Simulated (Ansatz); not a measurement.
# Glassy 58SiO2-11Na2O-13BaO-18CaO (mol %) (102 atoms) under strain, part 2 of 4

How stiff is glassy 58SiO2-11Na2O-13BaO-18CaO (mol %) (102 atoms), and how do its levels respond to strain?

Ansatz 0.2.0; Kohn-Sham DFT, LDA, PAW (set soft_2), plane waves.

The cell: 22 Si, 8 Na, 5 Ba, 7 Ca and 60 O. The quench rate of 50 K/ps is many orders above laboratory rates. The starting topology of bonds comes from the classical model. The Brillouin zone is sampled at Γ only. The levels lack spin–orbit coupling.

So far. Step 2 (Single point at the start): The r.m.s. force at the start is 1.3 eV/Å.

### 3. Cell and atoms relaxed

The cell is relaxed with the atoms, since the starting lattice needn't suit this functional.

input.yaml reads:

```yaml
crystal:
  lattice:
    - [11.39575, 0.0, 0.0]
    - [0.0, 11.39575, 0.0]
    - [0.0, 0.0, 11.39575]
  atoms:
    [... the 102 atom lines of step 2 ...]
kpoints:
  mp_grid: { grid: [1, 1, 1] }
hamiltonian:
  xc: lda
scf:
  occupations: { method: fixed }
output:
  forces: true
relax:
  f_tol: 0.05
  max_steps: 150
  cell: {}
```

Launch:

```
$ ansatz run input.yaml --threads 4 --pin off --max-ram 8192MiB --backend cpu --events-out ev --progress --plain --runs-dir out
```

Numbers of over 12 decimals in the logs are rounded to 6 here.

Output:

```text
[...]
Crystal: 102 atoms, lattice volume = 1479.888 Å³
Basis set: ecut = 420 eV, 28887 PW (Γ)
Bands: 422, of which v1, the nominal top of the filled ones, is band 320 counted from 1 (319 counted from 0)
Symmetry: 1 space group operations
[...]
k-points: 1
[...]
SCF iter   1: F=—  HF=-99868.614537 eV  |F-HF|=—  |Δ(HF+E_count)|=         —  Δρ=1.34e-2  dr2=2.45e0  ethr=1.77e-3  ⟨swp⟩=6.0  Hψ=1430  notcnv=0  defer=99
[...]
SCF iter  11: F=-99867.919095 eV  HF=-99867.919095 eV  |F-HF|=1.61e-8  |Δ(HF+E_count)|=   5.24e-8  Δρ=1.61e-6  dr2=3.72e-8  ethr=1.56e-11  ⟨swp⟩=4.0  Hψ=1243  notcnv=0
SCF 1 converged in 11 iterations: F = -99867.919095 eV  dr2 = 3.72e-8
[...]
relax step   1: F+E_penalty+E_count = -99867.91909502 eV  Δ(F+E_penalty+E_count) = +0.000e0 eV  max|allowed force component| = 6.826e0 eV/Å  Δτ_max = 0.0000 Å  P = -0.306 GPa  Ω = 1479.888 Å³  (11 SCF iters, dr2 threshold 1.00e-7 eV, accepted)
[... from here on, the SCF cycles and remarks between the steps are left out ...]
relax step   2: F+E_penalty+E_count = -99874.83350069 eV  Δ(F+E_penalty+E_count) = -6.914e0 eV  max|allowed force component| = 3.118e0 eV/Å  Δτ_max = 0.1949 Å  P = +1.135 GPa  Ω = 1416.619 Å³  energy of the carried Pulay correction = +2.647e-1 eV  (8 SCF iters, dr2 threshold 1.02e-5 eV, accepted)
relax step   3: F+E_penalty+E_count = -99877.86463389 eV  Δ(F+E_penalty+E_count) = -3.031e0 eV  max|allowed force component| = 1.630e0 eV/Å  Δτ_max = 0.1961 Å  P = +1.483 GPa  Ω = 1376.599 Å³  energy of the carried Pulay correction = +4.382e-1 eV  (8 SCF iters, dr2 threshold 1.02e-5 eV, accepted)
relax step   4: F+E_penalty+E_count = -99878.79048082 eV  Δ(F+E_penalty+E_count) = -9.258e-1 eV  max|allowed force component| = 9.471e-1 eV/Å  Δτ_max = 0.2000 Å  P = +0.754 GPa  Ω = 1378.832 Å³  energy of the carried Pulay correction = +4.284e-1 eV  (7 SCF iters, dr2 threshold 1.02e-5 eV, accepted)
relax step   5: F+E_penalty+E_count = -99879.27921034 eV  Δ(F+E_penalty+E_count) = -4.887e-1 eV  max|allowed force component| = 4.445e-1 eV/Å  Δτ_max = 0.1951 Å  P = -0.185 GPa  Ω = 1384.625 Å³  energy of the carried Pulay correction = +4.030e-1 eV  (8 SCF iters, dr2 threshold 1.02e-5 eV, accepted)
relax step   6: F+E_penalty+E_count = -99879.58082683 eV  Δ(F+E_penalty+E_count) = -3.016e-1 eV  max|allowed force component| = 2.827e-1 eV/Å  Δτ_max = 0.2000 Å  P = +0.059 GPa  Ω = 1381.090 Å³  energy of the carried Pulay correction = +4.185e-1 eV  (8 SCF iters, dr2 threshold 1.02e-5 eV, accepted)
relax step   7: F+E_penalty+E_count = -99879.69335008 eV  Δ(F+E_penalty+E_count) = -1.125e-1 eV  max|allowed force component| = 3.223e-1 eV/Å  Δτ_max = 0.1152 Å  P = -0.076 GPa  Ω = 1381.537 Å³  energy of the carried Pulay correction = +4.165e-1 eV  (7 SCF iters, dr2 threshold 4.99e-6 eV, accepted)
relax step   8: F+E_penalty+E_count = -99879.86040210 eV  Δ(F+E_penalty+E_count) = -1.671e-1 eV  max|allowed force component| = 2.531e-1 eV/Å  Δτ_max = 0.2000 Å  P = -0.034 GPa  Ω = 1377.402 Å³  energy of the carried Pulay correction = +4.347e-1 eV  (7 SCF iters, dr2 threshold 6.49e-6 eV, accepted)
relax step   9: F+E_penalty+E_count = -99879.92240162 eV  Δ(F+E_penalty+E_count) = -6.200e-2 eV  max|allowed force component| = 1.934e-1 eV/Å  Δτ_max = 0.1586 Å  P = -0.076 GPa  Ω = 1373.446 Å³  energy of the carried Pulay correction = +4.521e-1 eV  (7 SCF iters, dr2 threshold 4.00e-6 eV, accepted)
relax step  10: F+E_penalty+E_count = -99879.95205249 eV  Δ(F+E_penalty+E_count) = -2.965e-2 eV  max|allowed force component| = 1.646e-1 eV/Å  Δτ_max = 0.0632 Å  P = +0.063 GPa  Ω = 1374.040 Å³  energy of the carried Pulay correction = +4.495e-1 eV  (7 SCF iters, dr2 threshold 2.34e-6 eV, accepted)
relax step  11: F+E_penalty+E_count = -99879.98101973 eV  Δ(F+E_penalty+E_count) = -2.897e-2 eV  max|allowed force component| = 2.175e-1 eV/Å  Δτ_max = 0.2000 Å  P = -0.273 GPa  Ω = 1376.032 Å³  energy of the carried Pulay correction = +4.407e-1 eV  (9 SCF iters, dr2 threshold 1.69e-6 eV, accepted)
relax step  12: F+E_penalty+E_count = -99880.04263405 eV  Δ(F+E_penalty+E_count) = -6.161e-2 eV  max|allowed force component| = 1.309e-1 eV/Å  Δτ_max = 0.0588 Å  P = -0.081 GPa  Ω = 1371.031 Å³  energy of the carried Pulay correction = +4.627e-1 eV  (7 SCF iters, dr2 threshold 2.96e-6 eV, accepted)
relax step  13: F+E_penalty+E_count = -99880.07331253 eV  Δ(F+E_penalty+E_count) = -3.068e-2 eV  max|allowed force component| = 1.033e-1 eV/Å  Δτ_max = 0.0539 Å  P = +0.083 GPa  Ω = 1368.765 Å³  energy of the carried Pulay correction = +4.727e-1 eV  (7 SCF iters, dr2 threshold 1.07e-6 eV, accepted)
relax step  14: F+E_penalty+E_count = -99880.09719827 eV  Δ(F+E_penalty+E_count) = -2.389e-2 eV  max|allowed force component| = 1.088e-1 eV/Å  Δτ_max = 0.0848 Å  P = +0.059 GPa  Ω = 1367.905 Å³  energy of the carried Pulay correction = +4.766e-1 eV  (7 SCF iters, dr2 threshold 6.66e-7 eV, accepted)
[...]
relax step  30: F+E_penalty+E_count = -99880.40896167 eV  Δ(F+E_penalty+E_count) = -1.219e-2 eV  max|allowed force component| = 1.469e-1 eV/Å  Δτ_max = 0.0731 Å  P = +0.001 GPa  Ω = 1367.334 Å³  energy of the carried Pulay correction = +4.791e-1 eV  (12 SCF iters, accepted)
relax step  31: F+E_penalty+E_count = -99880.41102766 eV  Δ(F+E_penalty+E_count) = -2.066e-3 eV  max|allowed force component| = 1.348e-1 eV/Å  Δτ_max = 0.0628 Å  P = -0.005 GPa  Ω = 1367.695 Å³  energy of the carried Pulay correction = +4.775e-1 eV  (7 SCF iters, dr2 threshold 1.35e-6 eV, accepted)
relax step  32: F+E_penalty+E_count = -99880.41841690 eV  Δ(F+E_penalty+E_count) = -7.389e-3 eV  max|allowed force component| = 5.676e-2 eV/Å  Δτ_max = 0.0239 Å  P = +0.003 GPa  Ω = 1367.481 Å³  energy of the carried Pulay correction = +4.784e-1 eV  (7 SCF iters, dr2 threshold 1.14e-6 eV, accepted)
relax step  33: F+E_penalty+E_count = -99880.38620659 eV  Δ(F+E_penalty+E_count) = +3.221e-2 eV  max|allowed force component| = 1.535e-1 eV/Å  Δτ_max = 0.1688 Å  P = -0.003 GPa  Ω = 1368.835 Å³  energy of the carried Pulay correction = +4.724e-1 eV  (9 SCF iters, dr2 threshold 2.01e-7 eV, rejected (line search))
relax step  34: F+E_penalty+E_count = -99880.41961822 eV  Δ(F+E_penalty+E_count) = -1.201e-3 eV  max|allowed force component| = 4.589e-2 eV/Å  Δτ_max = 0.0521 Å  P = +0.007 GPa  Ω = 1368.634 Å³  energy of the carried Pulay correction = +4.733e-1 eV  (11 SCF iters, accepted)
relax step  35: F+E_penalty+E_count = -99880.25326451 eV  Δ(F+E_penalty+E_count) = +1.664e-1 eV  max|allowed force component| = 4.635e-2 eV/Å  Δτ_max = 0.0000 Å  P = -0.257 GPa  Ω = 1368.634 Å³  stress off target by 5.06e-1 GPa  SCF on the basis re-selected at this cell (its energy is not comparable with the rows above)  (8 SCF iters)
relax step  36: F+E_penalty+E_count = -99880.28761159 eV  Δ(F+E_penalty+E_count) = -3.435e-2 eV  max|allowed force component| = 1.788e-1 eV/Å  Δτ_max = 0.0763 Å  P = +0.206 GPa  Ω = 1357.998 Å³  energy of the carried Pulay correction = +4.690e-2 eV  (8 SCF iters, dr2 threshold 6.41e-7 eV, rejected (line search))
relax step  37: F+E_penalty+E_count = -99880.29705279 eV  Δ(F+E_penalty+E_count) = -4.379e-2 eV  max|allowed force component| = 5.318e-2 eV/Å  Δτ_max = 0.0382 Å  P = -0.026 GPa  Ω = 1363.499 Å³  energy of the carried Pulay correction = +2.256e-2 eV  (11 SCF iters, accepted)
relax step  38: F+E_penalty+E_count = -99880.30583275 eV  Δ(F+E_penalty+E_count) = -8.780e-3 eV  max|allowed force component| = 3.445e-2 eV/Å  Δτ_max = 0.0422 Å  P = +0.004 GPa  Ω = 1362.004 Å³  energy of the carried Pulay correction = +2.914e-2 eV  (8 SCF iters, dr2 threshold 1.77e-7 eV, accepted)
relax step  39: F+E_penalty+E_count = -99880.28060878 eV  Δ(F+E_penalty+E_count) = +2.522e-2 eV  max|allowed force component| = 3.413e-2 eV/Å  Δτ_max = 0.0000 Å  P = -0.020 GPa  Ω = 1362.004 Å³  stress off target by 7.75e-2 GPa  SCF on the basis re-selected at this cell (its energy is not comparable with the rows above)  (6 SCF iters)
relax step  40: F+E_penalty+E_count = -99880.28395398 eV  Δ(F+E_penalty+E_count) = -3.345e-3 eV  max|allowed force component| = 5.989e-2 eV/Å  Δτ_max = 0.0159 Å  P = +0.007 GPa  Ω = 1361.522 Å³  energy of the carried Pulay correction = +2.250e-3 eV  (9 SCF iters, dr2 threshold 1.50e-8 eV, accepted)
relax step  41: F+E_penalty+E_count = -99880.28636037 eV  Δ(F+E_penalty+E_count) = -2.406e-3 eV  max|allowed force component| = 3.062e-2 eV/Å  Δτ_max = 0.0146 Å  P = -0.003 GPa  Ω = 1361.138 Å³  energy of the carried Pulay correction = +3.893e-3 eV  (7 SCF iters, dr2 threshold 2.24e-7 eV, accepted)
relax step  42: F+E_penalty+E_count = -99880.28190007 eV  Δ(F+E_penalty+E_count) = +4.460e-3 eV  max|allowed force component| = 3.059e-2 eV/Å  Δτ_max = 0.0000 Å  P = -0.005 GPa  Ω = 1361.138 Å³  stress off target by 2.09e-2 GPa  SCF on the basis re-selected at this cell (its energy is not comparable with the rows above)  (5 SCF iters)
[...]
SCF converged after 5 iterations
Free energy (F): -99880.281900 eV
[...]
Internal energy: -99880.281900 eV  (E = F + TS)
E sigma→0 (E₀):  -99880.281900 eV
Fermi energy:    5.427395 eV
[...]
--- Forces (eV/Å), atoms counted from 1 ---
  atom   1  Si     0.01036968    -0.01460325     0.01824779
  atom   2  Si    -0.00067614    -0.00865364     0.00456835
  atom   3  Si    -0.00637583     0.00436965     0.00124656
  atom   4  Si     0.00203588    -0.00980728    -0.02284245
  atom   5  Si    -0.00388240     0.01164552    -0.00204876
  atom   6  Si     0.00522735     0.01780395     0.01213698
  atom   7  Si     0.00274786     0.00665617    -0.01705319
  atom   8  Si    -0.01032909    -0.00942410     0.00868425
  atom   9  Si    -0.00641356     0.00965946     0.01305735
  atom  10  Si    -0.00049846    -0.00723872     0.01682246
  atom  11  Si    -0.00232294    -0.00352242     0.00206997
  atom  12  Si     0.01197919     0.01254341    -0.00204098
  atom  13  Si     0.00285515    -0.01107189    -0.00679838
  atom  14  Si     0.00504650    -0.00172906     0.00106884
[...]
atom 101  O      0.00068681     0.00341662    -0.00397920
  atom 102  O      0.00142685     0.00173696     0.00086483
  max |Σ_I F_I| component: 1.08e-4 eV/Å
--- Stress (GPa, compression-positive) ---
       -0.012922       0.009662      -0.005465
        0.009662       0.005706       0.004698
       -0.005465       0.004698      -0.008756
  P = ⅓ Tr σ = -0.0053 GPa (-0.053 kbar)
--- Relaxed structure (39 steps of the walk, 34 accepted, 3 SCFs on fresh bases) ---
  F+E_penalty+E_count = -99880.28190007 eV   max|allowed force component| = 3.059e-2 eV/Å   (the final SCF, on the basis selected at the relaxed cell)
  cell:  # Å, volume = 1361.1382 Å³
    - [10.645435, 0.417233, 0.187118]
    - [0.417233, 11.542519, 0.275613]
    - [0.187118, 0.275613, 11.102660]
  atoms:
    - { symbol: Si, position: [0.462811, 0.570167, 0.972106] }
    - { symbol: Si, position: [0.645841, 0.920940, 0.340008] }
    - { symbol: Si, position: [0.784826, 0.111115, 0.484028] }
    - { symbol: Si, position: [0.225383, 0.609929, 0.658966] }
[...]
- { symbol: O, position: [0.729260, 0.768223, 0.010305] }
```

Run time: 14 min. Hardware: 4 threads of Arm Neoverse V1, shared host; peak memory 1.8 GiB.

The relaxation converged after 39 steps, with a largest force component of 0.031 eV/Å.

### 4. Single point at the relaxed geometry

One more single point at the end of the walk gives the fuller output and checks the residual forces.

input.yaml reads:

```yaml
crystal:
  lattice:
    - [10.64544, 0.41723, 0.18712]
    - [0.41723, 11.54252, 0.27561]
    - [0.18712, 0.27561, 11.10266]
  atoms:
    - { symbol: Si, position: [0.46281, 0.57017, 0.97211] }
    - { symbol: Si, position: [0.64584, 0.92094, 0.34001] }
    - { symbol: Si, position: [0.78483, 0.11112, 0.48403] }
    - { symbol: Si, position: [0.22538, 0.60993, 0.65897] }
    - { symbol: Si, position: [0.82406, 0.03414, 0.88701] }
    - { symbol: Si, position: [0.62313, 0.22736, 0.142] }
    [... 90 atom lines left out ...]
    - { symbol: O, position: [0.08308, 0.23548, 0.08039] }
    - { symbol: O, position: [0.15918, 0.65405, 0.98024] }
    - { symbol: O, position: [0.09583, 0.31056, 0.59358] }
    - { symbol: O, position: [0.26572, 0.87755, 0.05745] }
    - { symbol: O, position: [0.69902, 0.89852, 0.20359] }
    - { symbol: O, position: [0.72926, 0.76822, 0.01031] }
kpoints:
  mp_grid: { grid: [1, 1, 1] }
hamiltonian:
  xc: lda
scf:
  occupations: { method: fixed }
output:
  forces: true
  stress: true
  populations: true
  dos:
    method: { smearing: { sigma: 0.08 } }
    de: 0.1
    projected: { site_lists: { Ba: [Ba], Ca: [Ca], Na: [Na], O: [O], Si: [Si] } }
  eigenvalues: true
  write_density: true
  write_potential: true
  volumetric_format: npy
  elf: true
```

Output:

```text
[...]
Crystal: 102 atoms, lattice volume = 1361.139 Å³
Basis set: ecut = 420 eV, 26627 PW (Γ)
Bands: 422, of which v1, the nominal top of the filled ones, is band 320 counted from 1 (319 counted from 0)
Symmetry: 1 space group operations
[...]
k-points: 1
[...]
SCF iter   1: F=—  HF=-99880.985173 eV  |F-HF|=—  |Δ(HF+E_count)|=         —  Δρ=1.37e-2  dr2=2.33e0  ethr=1.77e-3  ⟨swp⟩=5.0  Hψ=1622  notcnv=0  defer=100
[...]
SCF iter  10: F=-99880.281891 eV  HF=-99880.281891 eV  |F-HF|=1.30e-8  |Δ(HF+E_count)|=   5.55e-8  Δρ=1.73e-6  dr2=5.12e-8  ethr=1.56e-11  ⟨swp⟩=21.0  Hψ=4149  notcnv=0
SCF 1 converged in 10 iterations: F = -99880.281891 eV  dr2 = 5.12e-8
[...]
SCF converged after 10 iterations
Free energy (F): -99880.281891 eV
[...]
Internal energy: -99880.281891 eV  (E = F + TS)
E sigma→0 (E₀):  -99880.281891 eV
Fermi energy:    5.427211 eV
[...]
--- Forces (eV/Å), atoms counted from 1 ---
  atom   1  Si     0.01133019    -0.01645590     0.01587680
  atom   2  Si     0.00100533    -0.00970155     0.00337080
  atom   3  Si    -0.00885695     0.00179862     0.00174026
  atom   4  Si     0.00233884    -0.01116111    -0.02596185
  atom   5  Si    -0.00613355     0.01445740    -0.00093945
  atom   6  Si     0.00846354     0.01664739     0.01103578
  atom   7  Si     0.00659437     0.00463153    -0.01357360
  atom   8  Si    -0.00645348    -0.00885616     0.00951293
  atom   9  Si    -0.00657583     0.00995237     0.01277547
  atom  10  Si     0.00010943    -0.00690592     0.01723218
  atom  11  Si    -0.00200764    -0.00291097     0.00500279
  atom  12  Si     0.01313631     0.01483972    -0.00118977
  atom  13  Si     0.00493778    -0.01314780    -0.00660795
  atom  14  Si     0.00231037    -0.00327291    -0.00076663
[...]
atom 101  O      0.00052500     0.00358102    -0.00136543
  atom 102  O      0.00160580     0.00213083     0.00100004
  max |Σ_I F_I| component: 1.27e-4 eV/Å
--- Stress (GPa, compression-positive) ---
       -0.014031       0.010218      -0.005348
        0.010218       0.004553       0.004583
       -0.005348       0.004583      -0.007380
  P = ⅓ Tr σ = -0.0056 GPa (-0.056 kbar)
--- Band table (eV) ---
[...]
--- Löwdin populations: 102 sites ---
  site symbol       q [e]
     0     Si      2.3692
     1     Si      2.3012
     2     Si      2.4726
[...]
101      O      6.7671
  spilling = 0.013458 (of n_electrons = 640.000000)
```

It took 35 s on 4 threads; peak memory 1.8 GiB.

Numbers from this run:

```
free energy                                      : -99880.2819 eV
free energy per atom                             : -979.2184 eV/atom
SCF cycles                                       : 10
pressure                                         : -0.005619 GPa
r.m.s. force component                           : 0.00691 eV/Å
longest force                                    : 0.03688 eV/Å
Fermi energy                                     : 5.427 eV
gap (highest filled to lowest empty level) : 3.307 eV
spilling of the projection                       : 0.01346
```

Löwdin charges by element (they lack the spilled electrons, 0.084 e an atom on average):

```
element  coordination  atoms  mean charge (e)  spread  least    most
     Ba           all      5             1.85  0.0053   1.84    1.86
     Ca           all      7             1.74  0.0218   1.71    1.78
     Na           all      8            0.769  0.0167  0.744   0.795
      O           all     60           -0.899   0.108  -1.32  -0.765
     Si           all     22             1.59  0.0521   1.49    1.70
```

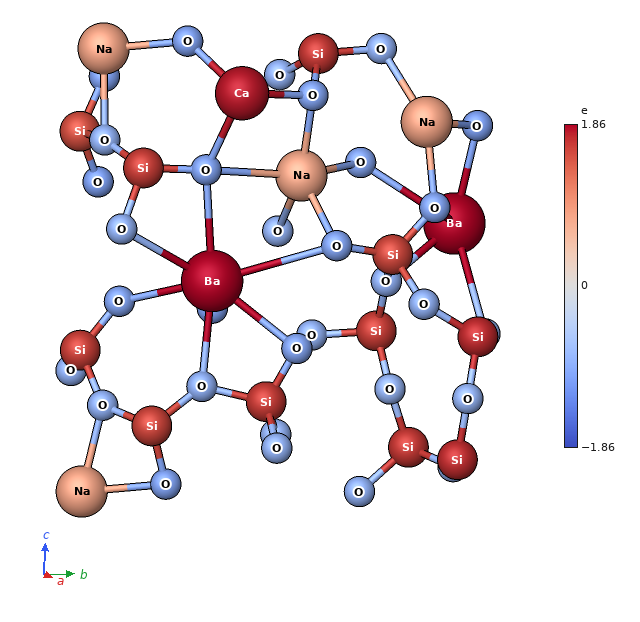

Atoms coloured by Löwdin charge. Drawn is a stretch of 10 Å of the 12 Å that the cell measures along b and a slice 4 Å thick, seen along the normal of the bc plane.

States in the cell by windows of 1 eV, zero at the Fermi level; the larger projections on atomic orbitals stand beside the total:

```
from (eV)  to (eV)  total   O p  Si p  Ba p
      -14      -13    2.0   0.0   0.0   0.1
      -13      -12    0.0   0.0   0.0   0.0
      -12      -11    6.0   0.2   0.1   5.6
      -11      -10   23.9   2.8   0.3  19.7
      -10       -9   12.8   7.1   0.8   2.0
       -9       -8   11.5   7.8   1.2   0.1
       -8       -7   18.7  13.6   2.9   0.1
       -7       -6   15.1  11.5   2.8   0.1
       -6       -5   29.1  22.4   3.2   0.1
       -5       -4   54.0  44.2   4.2   0.3
       -4       -3   59.7  52.8   2.3   0.3
       -3       -2   69.1  63.6   1.7   0.3
       -2       -1   71.3  66.9   1.3   0.4
       -1        0   17.7  16.7   0.2   0.1
        0        1    0.9   0.8   0.0   0.0
        1        3    0.0   0.0   0.0   0.0
        3        4    2.0   0.0   0.0   0.0
        4        5   10.2   0.7   0.7   0.0
```

The curve was stored every 0.10 eV, coarse against its broadening of 0.08 eV, so these counts are rough.

With fixed occupations the program's Fermi level is the highest filled level; weight inside the gap is the broadening of levels at its edges.

Between -26 and -14 eV lie 216 more states.

The stored curve holds about 608 of the 640 electrons; the rest, give or take the few that broadening carries across the Fermi level, lie in deeper levels below its range.

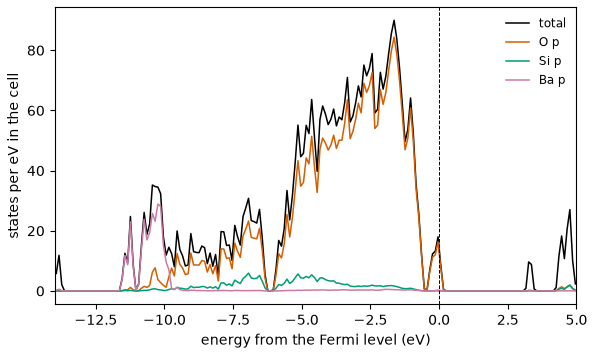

Total and projected density of states, with the broadening of the input.

The levels nearest the highest filled one (over half full), pooled over k-points and spins:

```
level less the highest filled one (eV)  occupation
                                -0.871           2
                                -0.741           2
                                -0.696           2
                                -0.271           2
                                -0.103           2
                                     0           2
                                  3.31           0
                                  4.40           0
                                  4.50           0
                                  4.69           0
                                  4.72           0
                                  4.80           0
```

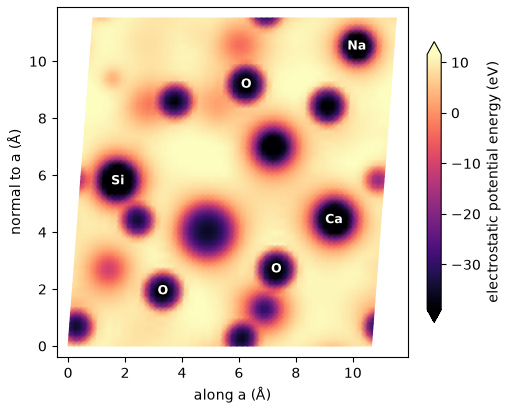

Electrostatic potential energy in the ab plane at fractional z = 0.426, with atoms of Si and Na and Ca and O within 0.2 Å of it. With pseudopotentials it is smooth inside the atoms' cores, unlike the true potential. The map starts off the cell's origin, so that atoms lie inside it.

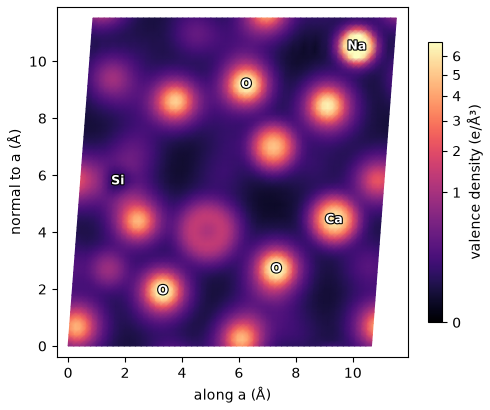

Valence density in the ab plane at fractional z = 0.426, with atoms of Si and Na and Ca and O within 0.2 Å of it. It is the smooth field of the valence electrons, not physical close to the nuclei. The map starts off the cell's origin, so that atoms lie inside it. The colour scale is stretched toward low values.

Between filled and empty levels lie 3.31 eV (at Γ alone); a local or semilocal functional tends to put such gaps too low. In a disordered cell it changes from sample to sample, and tail or defect levels can set it. Mean Löwdin charges: Ba +1.85, Ca +1.74, Na +0.77, O -0.90, Si +1.59 e (they miss 1.3 % of the electrons, so they add up to more than the cell's charge).

[end of part 2 of 4]

[Logs are printed without paths, hosts, clocks, repeated set-up lines and the standing remarks that a program may print on its own settings, such as how far it seeks lower states.]

[Hosts, paths, dates, database ids (printed as entryN), source tags and the programs' standing remarks are cut or masked in the printed files.]
